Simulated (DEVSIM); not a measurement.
Structure: abrupt Si n-p junction, at 300 K.

```tsv
layer (left to right)	material	thickness (μm)	Nd (cm⁻³)	Na (cm⁻³)	τn (s)	τp (s)
1	Si	3.40	6.9e17	-	3.9e-7	3.9e-7
2	Si	7.30	-	3.7e15	3.9e-7	3.9e-7
```

Left contact: ohmic. Right contact: ohmic. Voltage is applied to the left contact. Recombination: SRH at mid-gap, Auger. Mobility is constant in doping.

This is a model device: material constants are rounded textbook-type values typed into the input, and sizes, dopings and lifetimes were drawn at random. Values at 300 K.

| parameter | Si |
|---|---|
| gap (eV) | 1.124 |
| affinity (eV) | 4.05 |
| permittivity | 11.7 |
| Nc (cm⁻³) | 2.86e19 |
| Nv (cm⁻³) | 3.1e19 |
| μn (cm²/Vs) | 1417 |
| μp (cm²/Vs) | 470 |
| Cn (cm⁶/s) | 2.8e-31 |
| Cp (cm⁶/s) | 9.9e-32 |

DEVSIM, 1D drift-diffusion, Boltzmann statistics, complete ionisation; no tunnelling, impact ionisation, image-force lowering or self-heating.

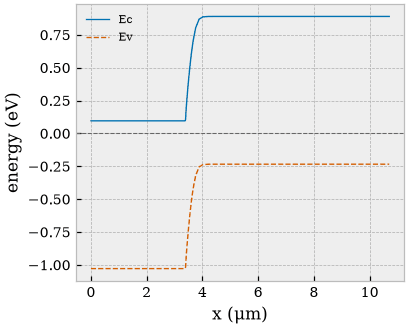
Figure: Band edges at zero bias

Energies count from the Fermi level of the right contact; mesh points crowd at the junctions.

```csv
x (μm),Ec (eV),Ev (eV),n (cm⁻³),p (cm⁻³),field (V/cm)
0.000,0.096,-1.028,6.9e17,170,≈ 0
0.03011,0.096,-1.028,6.9e17,170,≈ 0
0.09742,0.096,-1.028,6.9e17,170,≈ 0
0.2479,0.096,-1.028,6.9e17,170,≈ 0
0.7825,0.096,-1.028,6.9e17,170,≈ 0
1.768,0.096,-1.028,6.9e17,170,≈ 0
2.684,0.096,-1.028,6.9e17,170,≈ 0
3.164,0.096,-1.028,6.9e17,170,≈ 0
3.308,0.096,-1.028,6.9e17,170,≈ 0
3.372,0.096,-1.028,6.9e17,170,300
3.401,0.133,-0.991,1.7e17,700,47000
3.451,0.284,-0.840,4.9e14,240000,26000
3.545,0.501,-0.623,1.1e11,1.1e9,20000
3.757,0.805,-0.319,870000,1.3e14,8400
4.514,0.890,-0.234,31000,3.7e15,≈ 0
5.936,0.890,-0.234,31000,3.7e15,≈ 0
8.372,0.890,-0.234,31000,3.7e15,≈ 0
9.679,0.890,-0.234,31000,3.7e15,≈ 0
10.36,0.890,-0.234,31000,3.7e15,≈ 0
10.56,0.890,-0.234,31000,3.7e15,≈ 0
10.65,0.890,-0.234,31000,3.7e15,≈ 0
10.70,0.890,-0.234,31000,3.7e15,≈ 0
```
